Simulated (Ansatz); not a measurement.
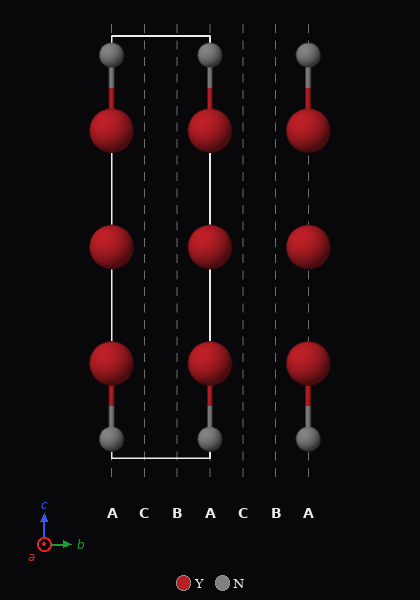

The picture looks along a close-packed row of the hexagonal mesh; c points upwards. The dashed lines mark the three columns A (0, 0), B (1/3, 2/3) and C (2/3, 1/3). The sequence starts with the first layer at or above the cell's origin.

The compound is Y3N2, taken as the end point of a relaxation with DFT PBE, scalar-relativistic, plane waves, PAW (Ansatz 0.2.0); the starting structure was generated, so it need not be a known form of this composition.

Q: Read off the stacking sequence over one period.

A: N(A) – Y(A) – Y(A) – Y(A) – N(A) (five layers in 12.71 Å).
